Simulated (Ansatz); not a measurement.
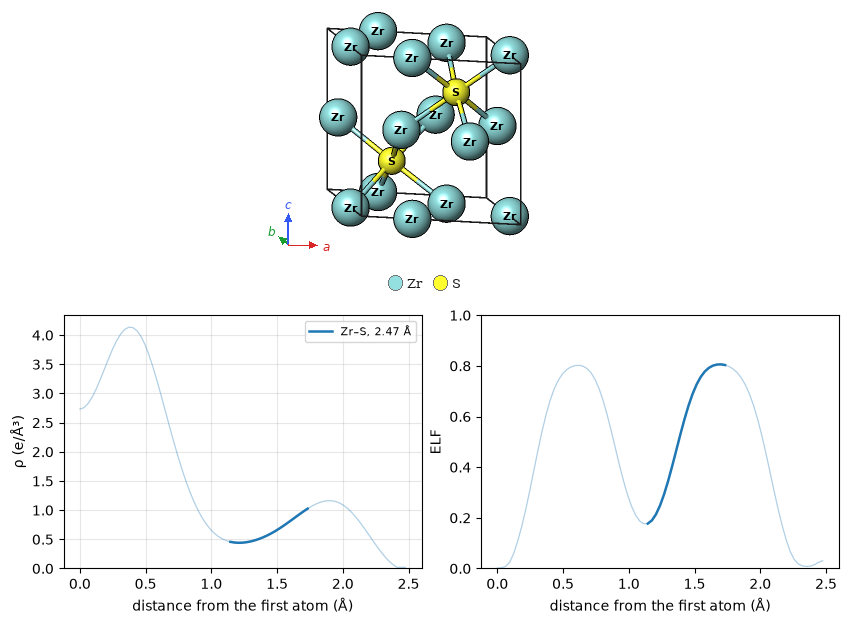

*Zr3S. Valence electron density and ELF along straight lines between neighbouring atoms. Thin, pale parts lie inside the atomic spheres. The structure is drawn too.*

Space group P6₃22.

Level of theory: Ansatz, DFT PBE, scalar-relativistic, plane waves, PAW.

The density is the valence pseudo-density of a PAW calculation; it isn't the true density close to the nuclei.

> What can be read from the curves?

Zr–S (2.47 Å): ρ is about 0.44 e/Å³ halfway; the ELF peaks at about 0.80 in the valence shell of S, 0.8 Å from its nucleus, and is about 0.25 at the midpoint (no shared electron pair shows on this line).
